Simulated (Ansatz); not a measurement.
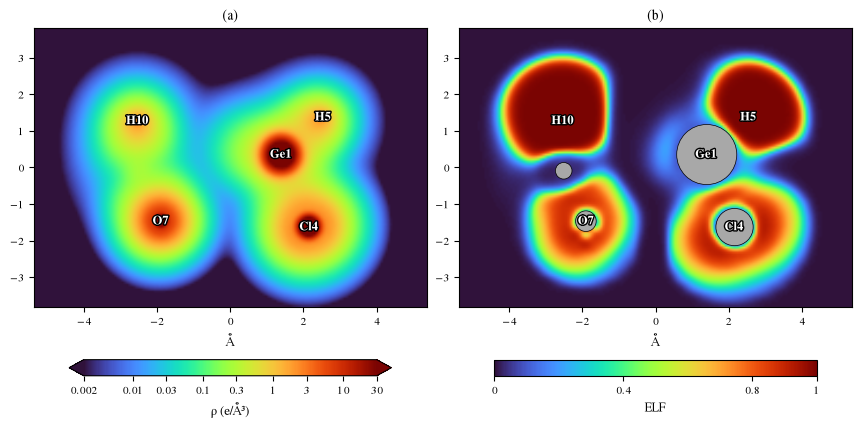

Figure 1: Cl2GeH2O···AlH3O. (a) electron density; (b) ELF on the plane of atoms Cl4, Ge1 and H5. Grey discs cover the atomic cores in the ELF map.

Theory: Ansatz 0.2.0, RHF/def2-SVP.

```yaml
atoms:
  - { symbol: Ge, position_ang: [-0.2287, 0.3689, -0.0778] }
  - { symbol: O, position_ang: [-0.2212, 0.0013, 1.6190] }
  - { symbol: H, position_ang: [-0.8761, -0.5935, 1.9607] }
  - { symbol: Cl, position_ang: [1.7085, 1.0963, -0.5556] }
  - { symbol: H, position_ang: [-1.3043, 1.3445, -0.5024] }
  - { symbol: Cl, position_ang: [-0.5807, -1.4884, -1.1581] }
  - { symbol: O, position_ang: [1.7640, -2.5383, 1.2688] }
  - { symbol: Al, position_ang: [0.3812, -3.4630, 0.9378] }
  - { symbol: H, position_ang: [0.5190, -4.6959, -0.0246] }
  - { symbol: H, position_ang: [-0.9328, -3.1775, 1.7826] }
  - { symbol: H, position_ang: [1.8432, -1.7723, 1.8113] }
```

### What do the fields say about this system?

The section cuts through Ge, Cl, H and O sites. Ge–Cl (2.12 Å): the density is about 0.79 e/Å³ at the midpoint; the ELF peaks at about 0.85 in the valence shell of Cl, 0.8 Å from its nucleus, and is about 0.70 at the midpoint. Ge–H (1.51 Å): ρ is about 1.1 e/Å³ halfway; the ELF climbs to about 1 towards the hydrogen. The ELF also peaks beside Cl4 and O7, away from the bonds: lone-pair regions.
